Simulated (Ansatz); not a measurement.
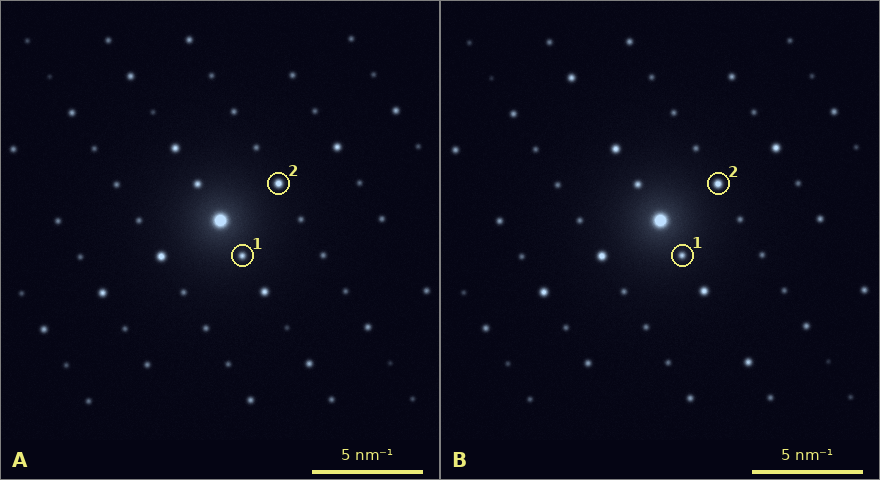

Kinematic electron diffraction patterns (120 kV, B = 0.5 Å², same scale) along [110] of the run's own cell, for the start and the end of one relaxation of Cs2MoF6 with DFT, PAW plane waves, r2scan in Ansatz 0.2.0. k mesh 7×7×7. The start is a generated model structure, and the relaxation ends in the nearest stationary point of its symmetry, not necessarily the ground state. Spot 1 is 0 0 -1 and spot 2 is -1 1 0 in both.

Start structure:

```
CELL_PARAMETERS angstrom
0.00000 4.50455 4.50455
4.50455 0.00000 4.50455
4.50455 4.50455 0.00000
ATOMIC_POSITIONS crystal
F 0.80800 0.19200 0.19200
F 0.19200 0.80800 0.19200
F 0.19200 0.80800 0.80800
F 0.80800 0.19200 0.80800
F 0.19200 0.19200 0.80800
F 0.80800 0.80800 0.19200
Mo 0.00000 0.00000 0.00000
Cs 0.25000 0.25000 0.25000
Cs 0.75000 0.75000 0.75000
```

Question: Which pattern belongs to the start structure, and which to the relaxed one?

Answer: A is the start: its cell gives d(1) = 5.201 Å, d(2) = 3.185 Å and an angle of 90.0°. B is the relaxed structure, with d(1) = 5.256 Å (+1.1 %), d(2) = 3.219 Å (+1.1 %) and 90.0°.

Question: Name reflections whose intensity changes strongly on relaxation.

Answer: 2 -2 -2 goes from 7.1 to 14 % of the strongest spot; 0 0 4 goes from 21 to 37 % of the strongest spot.

Question: What did the relaxation do to the structure and the energy?

Answer: The volume changed by +3.2 % to 20.96 Å³ an atom; with the mean shift removed, the atoms moved by up to 0.21 Å relative to the cell (F most); the space group stayed Fm-3m (No. 225); the free energy fell by 630 meV an atom. Relaxed cell: a = 6.438 Å, b = 6.438 Å, c = 6.438 Å, α = 60.00°, β = 60.00°, γ = 60.00°.
